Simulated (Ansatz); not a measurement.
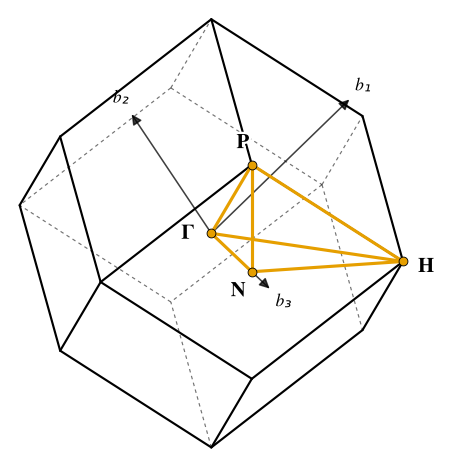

For W, the input geometry of an electronic-structure calculation (not necessarily at equilibrium): the figure shows the first Brillouin zone with its special points and a band path. Geometry calculated from the standardised cell; symmetry tolerance 0.002 Å.

Labels and path follow the convention of Hinuma et al. (2017), as computed by seekpath; the arrows show the directions of the reciprocal primitive vectors b₁, b₂, b₃.

What lattice type do the shape and the labels point to?

A body-centred cubic lattice (cI; extended symbol cI1). The zone is a rhombic dodecahedron in its combinatorial type: 12 faces (12 with 4 edges), 24 edges, 14 vertices.

Write the standard path through the labelled points.

Γ–H–N–Γ–P–H | P–N
